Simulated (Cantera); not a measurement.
A closed system holds: 1 mol MgO, 2.3 mol HF, 31 mol N₂, held at 13.3 mbar.

Equilibrium computed with Cantera from the NASA thermochemical tables; the gas is ideal and each condensed phase is pure. Candidate condensed phases: H₂O, Mg, MgF₂, MgO, Mg(OH)₂; 50 gas species. Mutual solubility and eutectic melting of coexisting phases are not modelled. Equilibrium is a limit: real reactors are often held back by kinetics, nucleation or transport.

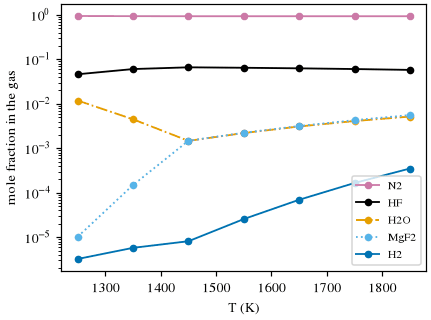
Equilibrium gas composition (values under 1e-9 drawn at 1e-9)

### Question
Read off the mole fractions at 1850 K.

### Answer
N₂ about 0.93, HF about 0.058, MgF₂ about 0.0056, H₂O about 0.0052, H₂ about 0.00035.
